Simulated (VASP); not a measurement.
Band structure of Ti3AlN (space group Pm-3m). Calculation: PBEsol GGA with spin-orbit coupling, VASP's PBE PAW potentials (set 64) (plane waves; VASP).

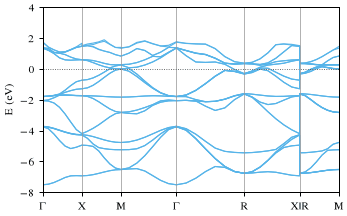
*Bands along high-symmetry lines, zero at the valence-band maximum or, without a gap, the Fermi level*

**Question.** Read the plot: is there a gap, and where are the band edges?

**Answer.** It has no gap at this level: it comes out as a metal or semimetal.

The structure comes from a computed database's Ti3AlN entry (Pm-3m); how it stands against other phases isn't given here. It was relaxed first. The k-mesh is coarse (spacing up to 0.31 per Å, 2π included), so the numbers may not be converged in it.
